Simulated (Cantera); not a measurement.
A closed system holds: 1 mol C₆H₆, 5.7 mol H₂O, 0.29 mol N₂, 0.27 mol CO₂, equilibrated at 0.00133 bar.

Method: chemical equilibrium by Gibbs-energy minimisation in Cantera with the NASA 1993 tables (ideal gas, pure condensed phases). Candidate condensed phases: C, C₆H₆, C₇H₈, C₈H₁₈, H₂O; 136 gas species. The numbers say what is thermodynamically allowed, not how fast it happens.

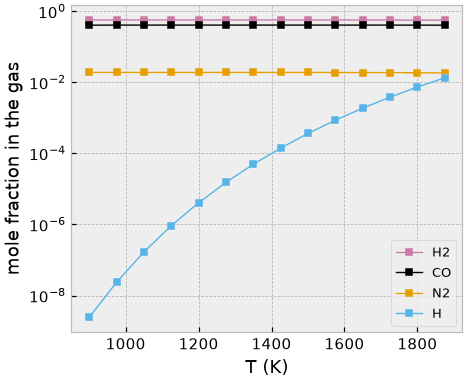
*Equilibrium gas composition (values under 1e-9 drawn at 1e-9)*

From 900 K to 1875 K the condensed part is C(graphite). The main C-bearing gas is CO throughout.
